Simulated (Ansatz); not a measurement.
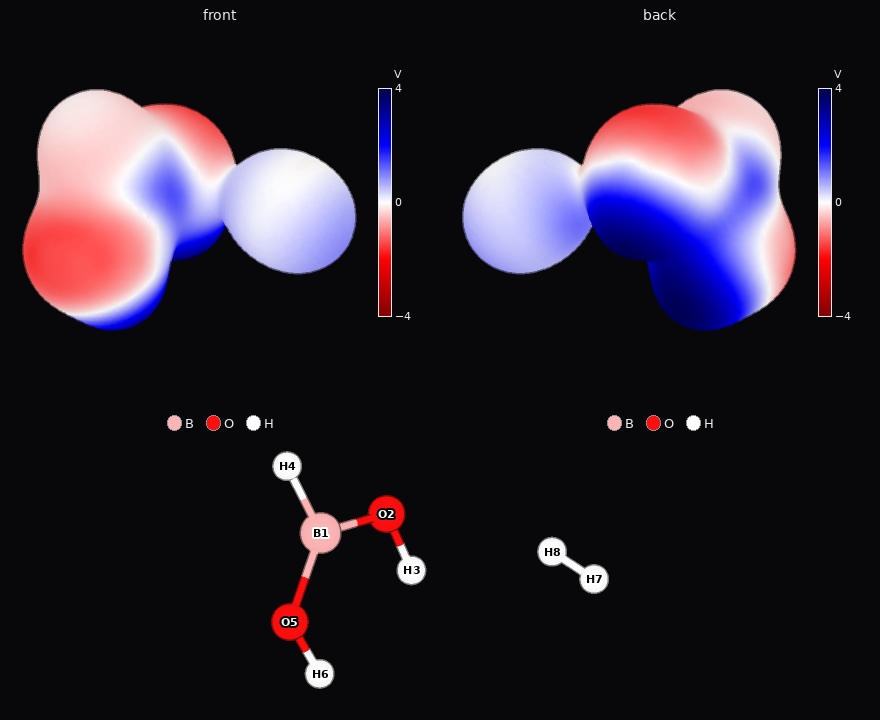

The picture shows: BH3O2···H2. The molecular electrostatic potential painted on the density surface at 0.004 e/bohr³, seen from the front and from behind; the colour scale runs from red (negative) to blue (positive). The bare structure is drawn below in the same view.

All numbers below come from RKS r2SCAN-D4/6-31G* in Ansatz 0.2.0.

```xyz
8

B     0.0842   -0.7153   -0.0250
O     0.0963   -0.3977    1.3072
H    -0.7819   -0.2482    1.6882
H     1.1390   -0.9176   -0.5471
O    -1.0325   -0.8214   -0.8056
H    -1.8614   -0.6391   -0.3376
H    -0.5763    2.9074    1.2817
H    -0.2364    2.2466    1.2871
```

> Which sites attract a positive test charge, and which a negative one?

A positive charge is drawn to the negative regions and a negative charge to the positive ones. The most negative region (about −1.6 V, or −37 kcal/mol for a unit charge) lies over O2 and O5, the most positive (about +3.8 V, or +88 kcal/mol for a unit charge) over H3 and H6.
